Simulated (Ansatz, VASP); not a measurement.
# Au (Au(110)) in two plane-wave programs

One calculation is typed for both programs; each brings its own data sets. How far apart do they land? Valence electrons are named where the data sets of a main pair hold unlike numbers.

Program: Ansatz 0.2.0. Level of theory: plane waves, with VASP 6.6.1 beside it; band structure at PBE. Results are calculated unless marked as measured.

## Step 1: The starting structure

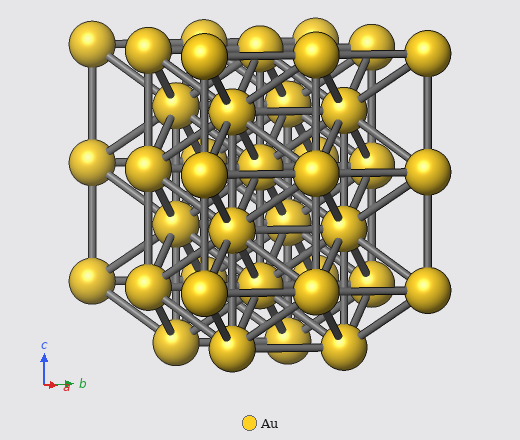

The starting structure, seen from the side, with the c axis up (gold yellow). 2×2×1 cells are drawn. Some periodic images of atoms are drawn too.

The cell holds 6 atoms: 6 Au. Its edges and angles: a = 4.080 Å, b = 2.885 Å, c = 25.212 Å, α = 90.0°, β = 90.0°, γ = 90.0°. Vacuum lies along c.

## Step 2: VASP: band structure, PBE

A single point gives forces, pressure and levels at one fixed geometry, so differences don't come from the geometry; what else differs is listed under the comparison.

Lines of VASP's logs that name or quote its potential files are left out, and so is its time.

INCAR reads:

```
SYSTEM = Au
PREC = Normal
ENCUT = 300
EDIFF = 1E-06
NELM = 120
ISMEAR = -1
SIGMA = 0.1
LREAL = .FALSE.
ALGO = Fast
GGA = PE
NBANDS = 50
LORBIT = 11
LWAVE = .FALSE.
LCHARG = .TRUE.
IDIPOL = 3
LDIPOL = .TRUE.
DIPOL = 0.5 0.5 0.5
LVHAR = .TRUE.
LVACPOTAV = .TRUE.
LELF = .TRUE.
NEDOS = 1500
```

POSCAR reads:

```
Au
1.0
    4.0800000000      0.0000000000      0.0000000000
    0.0000000000      2.8849956672      0.0000000000
    0.0000000000      0.0000000000     25.2124891681
Au
6
Direct
    0.5000000000      0.5000000000      0.3569659441
    0.0000000000      0.0000000000      0.4141795665
    0.5000000000      0.5000000000      0.4713931888
    0.0000000000      0.0000000000      0.5286068112
    0.5000000000      0.5000000000      0.5858204335
    0.0000000000      0.0000000000      0.6430340559
```

KPOINTS reads:

```
Automatic mesh
0
Gamma
12 18 1
0 0 0
```

KPOINTS_OPT reads:

```
Line mode
14
Line-mode
Reciprocal
  0.00000000   0.00000000   0.00000000 GAMMA
 -0.50000000   0.00000000   0.00000000 X

 -0.50000000   0.00000000   0.00000000 X
 -0.50000000  -0.50000000   0.00000000 S

 -0.50000000  -0.50000000   0.00000000 S
  0.00000000  -0.50000000   0.00000000 Y

  0.00000000  -0.50000000   0.00000000 Y
  0.00000000   0.00000000   0.00000000 GAMMA

  0.00000000   0.00000000   0.00000000 GAMMA
 -0.50000000  -0.50000000   0.00000000 S
```

PAW data sets: Au (PBE family, release 64).

Started as:

```sh
> mpirun -np 2 vasp_std
```

Numbers of over 12 decimals in the logs are rounded to 6 here.

The program printed:

```text
[banner, memory and clock lines left out]
running    2 mpi-ranks, on    1 nodes
 distrk:  each k-point on    2 cores,    1 groups
 distr:  one band on    1 cores,    2 groups

 POSCAR found type information on POSCAR Au
 POSCAR found :  1 types and       6 ions
 LDA part: xc-table for (Slater+PW92), standard interpolation
 POSCAR, INCAR and KPOINTS ok, starting setup
 FFT: planning ... GRIDC
 FFT: planning ... GRID_SOFT
 FFT: planning ... GRID
 WAVECAR not read
 entering main loop
       N       E                     dE             d eps       ncg     rms          rms(c)
DAV:   1     0.319536009226E+03    0.31954E+03   -0.21617E+04  7216   0.721E+02
DAV:   2    -0.656398799854E+01   -0.32610E+03   -0.29888E+03  8220   0.195E+02
DAV:   3    -0.192719435211E+02   -0.12708E+02   -0.12476E+02  8106   0.382E+01
DAV:   4    -0.194195370650E+02   -0.14759E+00   -0.14750E+00  8278   0.437E+00
DAV:   5    -0.194220229783E+02   -0.24859E-02   -0.24857E-02  8072   0.569E-01    0.193E+01
RMM:   6    -0.180529129291E+02    0.13691E+01   -0.32709E+00  7437   0.797E+00    0.133E+01
RMM:   7    -0.180378855139E+02    0.15027E-01   -0.88553E-01  7179   0.360E+00    0.407E+00
RMM:   8    -0.179658365765E+02    0.72049E-01   -0.26777E-01  7853   0.191E+00    0.152E+00
RMM:   9    -0.179451121454E+02    0.20724E-01   -0.24035E-02  7394   0.664E-01    0.299E-01
RMM:  10    -0.179447019089E+02    0.41024E-03   -0.24298E-03  7750   0.210E-01    0.879E-02
RMM:  11    -0.179447722039E+02   -0.70295E-04   -0.24647E-04  8134   0.628E-02    0.475E-02
RMM:  12    -0.179448199250E+02   -0.47721E-04   -0.48958E-05  8476   0.298E-02    0.153E-02
WARNING in EDDRMM: call to ZHEGV failed, returncode =   8  4     25
RMM:  13    -0.179448237254E+02   -0.38005E-05   -0.10597E-05  8411   0.130E-02    0.808E-03
RMM:  14    -0.179448405427E+02   -0.16817E-04   -0.38251E-06  7215   0.727E-03    0.346E-03
RMM:  15    -0.179448402998E+02    0.24290E-06   -0.11349E-06  6086   0.384E-03
|                                                                             |
|           W    W    AA    RRRRR   N    N  II  N    N   GGGG   !!!           |
|           W    W   A  A   R    R  NN   N  II  NN   N  G    G  !!!           |
|           W    W  A    A  R    R  N N  N  II  N N  N  G       !!!           |
|           W WW W  AAAAAA  RRRRR   N  N N  II  N  N N  G  GGG   !            |
|           WW  WW  A    A  R   R   N   NN  II  N   NN  G    G                |
|           W    W  A    A  R    R  N    N  II  N    N   GGGG   !!!           |
|                                                                             |
|     Did not find any points to average over, which means that no vacuum     |
|     field-free region was found. Please increase the size of  your cell     |
|     in the dimension of the dipole correction to obtain accurate            |
|     workfunction values.                                                    |
|                                                                             |

   1 F= -.17944840E+02 E0= -.17912346E+02  d E =-.649892E-01
 Start KPOINTS_OPT (optional k-point list driver)
k-point batch [1-70\70]
       N       E                     dE             ncg
DAV:   1     0.571255374183E+04   -0.77615E+05     7320
DAV:   2    -0.170507380786E+05   -0.22763E+05     8280
DAV:   3    -0.178651601483E+05   -0.81442E+03     8078
DAV:   4    -0.178750880745E+05   -0.99279E+01     8388
DAV:   5    -0.178752730207E+05   -0.18495E+00     8060
DAV:   6    -0.178752795736E+05   -0.65529E-02     8474
DAV:   7    -0.178752798072E+05   -0.23360E-03     7850
DAV:   8    -0.178752798164E+05   -0.91735E-05     6104
DAV:   9    -0.178752798172E+05   -0.84600E-06     4736
```

Parts of OUTCAR (step 2):

```text
ion  position               nearest neighbor table
   1  0.500  0.500  0.357-   3 2.88   2 2.88   2 2.88   2 2.88   2 2.88
   2  0.000  0.000  0.414-   3 2.88   3 2.88   3 2.88   3 2.88   4 2.88   1 2.88   1 2.88   1 2.88
                             1 2.88
   3  0.500  0.500  0.471-   2 2.88   2 2.88   2 2.88   2 2.88   5 2.88   1 2.88   4 2.88   4 2.88
                             4 2.88   4 2.88
   4  0.000  0.000  0.529-   5 2.88   5 2.88   5 2.88   5 2.88   2 2.88   6 2.88   3 2.88   3 2.88
                             3 2.88   3 2.88
   5  0.500  0.500  0.586-   4 2.88   4 2.88   4 2.88   4 2.88   3 2.88   6 2.88   6 2.88   6 2.88
                             6 2.88
   6  0.000  0.000  0.643-   4 2.88   5 2.88   5 2.88   5 2.88   5 2.88

  LATTYP: Found a simple orthorhombic cell.
 ALAT       =     2.8849956672
 B/A-ratio  =     1.4142135624
 C/A-ratio  =     8.7391774812

 Subroutine GETGRP returns: Found  8 space group operations
 (whereof  4 operations were pure point group operations)

The static configuration has the point symmetry C_2v.
 The point group associated with its full space group is D_2h.

 Found     70 irreducible k-points:

   k-points           NKPTS =     70   k-points in BZ     NKDIM =     70   number of bands    NBANDS=     50

   dimension x,y,z NGX =    18 NGY =   12 NGZ =  108
   dimension x,y,z NGXF=    36 NGYF=   24 NGZF=  216

   ENCUT  =  300.0 eV  22.05 Ry    4.70 a.u.   5.76  4.07 35.61*2*pi/ulx,y,z

   NELECT =      66.0000    total number of electrons

 k-points in reciprocal lattice and weights: Automatic mesh
   0.00000000  0.00000000  0.00000000       0.005
   0.08333333  0.00000000  0.00000000       0.009
   0.16666667  0.00000000  0.00000000       0.009
   0.25000000  0.00000000  0.00000000       0.009
   0.33333333  0.00000000  0.00000000       0.009
   0.41666667  0.00000000  0.00000000       0.009
   0.50000000  0.00000000  0.00000000       0.005
   0.00000000  0.05555556  0.00000000       0.009
   0.08333333  0.05555556  0.00000000       0.019
[...]
0.41666667  0.50000000  0.00000000       0.009
   0.50000000  0.50000000  0.00000000       0.005

 dipolmoment           0.000000      0.000000      0.000000 electrons x Angstroem

 average (electrostatic) potential at core
       1 -72.9273       2 -73.4935       3 -73.6319       4 -73.6319       5 -73.4935
       6 -72.9273

 E-fermi :  -0.0428

 k-point     1 :       0.0000    0.0000    0.0000
  band No.  band energies     occupation
    ...
     30      -2.0208      2.00000
     31      -1.8714      2.00000
     32      -1.8448      2.00000
     33      -1.6326      2.00000
     34      -0.5401      1.98625
     35       1.5872      0.00000
     36       2.2139      0.00000
     37       3.7726      0.00000
     38       4.6316      0.00000
     39       4.6906      0.00000
    ...

 k-point     2 :       0.0833    0.0000    0.0000
  band No.  band energies     occupation
    ...
     30      -2.0473      2.00000
     31      -1.8708      2.00000
     32      -1.8152      2.00000
     33      -1.6699      2.00000
     34      -0.5140      1.98217
     35       1.5968      0.00000
     36       1.6295      0.00000
     37       3.8788      0.00000
     38       3.9005      0.00000
     39       4.7486      0.00000
    ...

 k-point     3 :       0.1667    0.0000    0.0000
  band No.  band energies     occupation
    ...
     30      -2.0817      2.00000
     31      -1.8751      2.00000
     32      -1.7747      2.00000
     33      -1.7662      2.00000
     34      -0.4507      1.96671
     35       0.4898      0.00968
     36       1.7014      0.00000
     37       2.6563      0.00000
     38       4.0503      0.00000
     39       4.7427      0.00000
    ...

  Total        1.3062642     -0.2686781      2.7472034      0.0000000      0.0000000      0.0000000
  in kB        7.0521338     -1.4505137     14.8313387      0.0000000      0.0000000      0.0000000
  external PRESSURE =       6.8109862 kB  Pullay stress =       0.0000000 kB

  energy-cutoff  :      300.00
  volume of cell :      296.77
      direct lattice vectors                 reciprocal lattice vectors
     4.080000000  0.000000000  0.000000000     0.245098039  0.000000000  0.000000000
     0.000000000  2.884995667  0.000000000     0.000000000  0.346620971  0.000000000
     0.000000000  0.000000000 25.212489168     0.000000000  0.000000000  0.039662883

 POSITION                                       TOTAL-FORCE (eV/Angst)
 -----------------------------------------------------------------------------------
      2.04000      1.44250      9.00000         0.000000      0.000000     -0.031994
      0.00000      0.00000     10.44250         0.000000      0.000000     -0.730817
      2.04000      1.44250     11.88500         0.000000      0.000000      0.077545
      0.00000      0.00000     13.32749         0.000000      0.000000     -0.077545
      2.04000      1.44250     14.76999         0.000000      0.000000      0.730817
      0.00000      0.00000     16.21249         0.000000      0.000000      0.031994
 -----------------------------------------------------------------------------------
    total drift:                                0.000000      0.000000      0.000000

  FREE ENERGIE OF THE ION-ELECTRON SYSTEM (eV)
  ---------------------------------------------------
  free  energy   TOTEN  =       -17.9448402998 eV

  energy  without entropy=      -17.8798511313  energy(sigma->0) =      -17.91234572

 vacuum level on the upper side and lower side of the slab         4.919         4.919

 total charge
# of ion       s       p       d       tot
------------------------------------------
    1        0.562   0.206   8.793   9.561
    2        0.539   0.327   8.755   9.621
    3        0.533   0.351   8.766   9.650
    4        0.533   0.351   8.766   9.650
    5        0.539   0.327   8.755   9.621
    6        0.562   0.206   8.793   9.561
--------------------------------------------------
tot          3.270   1.768  52.626  57.664

[... 3 further parts left out ...]
```

[end of part 1 of 2]

[Lines on the potential files, build, host, timing and source positions are cut from VASP's logs without a mark.]

[Logs are printed without paths, hosts, clocks, repeated set-up lines and the standing remarks that a program may print on its own settings, such as how far it seeks lower states.]

[Hosts, paths, dates, database ids (printed as entryN), source tags and the programs' standing remarks are cut or masked in the printed files.]
